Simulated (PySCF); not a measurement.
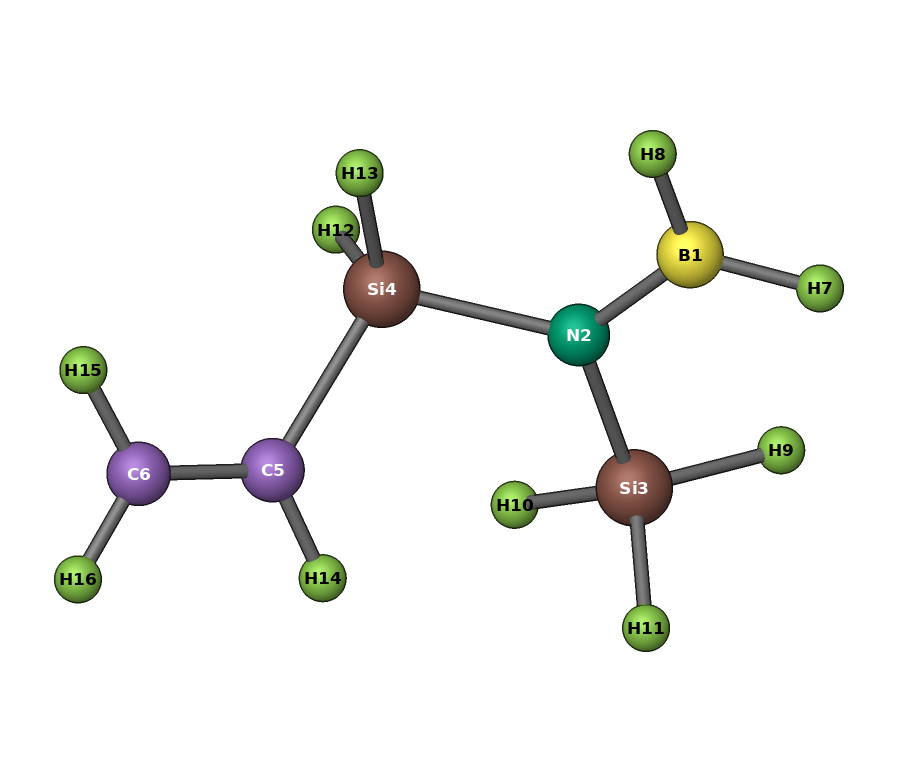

The questions are on Mulliken charges. The geometry was computed by an optimisation with GFN2-xTB. No frequency run is at hand to confirm it as a minimum. Method: PBE0/pcSseg-1, gas phase (PySCF 2.14.0).

Which atom carries the highest charge (most positive or least negative)?

Answer. Si4 (0.83 e).

And the lowest?

Answer. N2 (−0.91 e).

Give the Mulliken charges atom by atom.

| atom | value (e) |
| --- | --- |
| B1 | 0.17 |
| N2 | −0.91 |
| Si3 | 0.61 |
| Si4 | 0.83 |
| C5 | −0.52 |
| C6 | −0.15 |
| H7 | −0.02 |
| H8 | 0.00 |
| H9 | −0.07 |
| H10 | −0.09 |
| H11 | −0.08 |
| H12 | −0.07 |
| H13 | −0.09 |
| H14 | 0.15 |
| H15 | 0.12 |
| H16 | 0.12 |

Mulliken values depend strongly on the basis set and can even reverse the polarity of a bond. The geometry is semi-empirical. Around B, Si such bond lengths and angles can be off by a tenth of an ångström or more and by several degrees, and values that hang on the shape move with them.
